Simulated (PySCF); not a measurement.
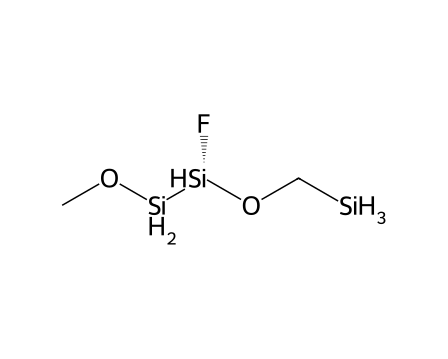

The computed structure is the end point of a GFN2-xTB optimisation. No frequency run is at hand to confirm it as a minimum. Level of theory: PBE0/pcSseg-1, gas phase (PySCF 2.14.0).

Q: Estimate the HOMO energy (Kohn–Sham orbital).

A: −8.07 eV.

Q: Give the HOMO–LUMO gap at this level.

A: 7.58 eV.

Q: What is the dipole moment?

A: 1.35 D.

The geometry is semi-empirical. Around Si such bond lengths and angles can be off by a tenth of an ångström or more and by several degrees, and values that hang on the shape move with them.
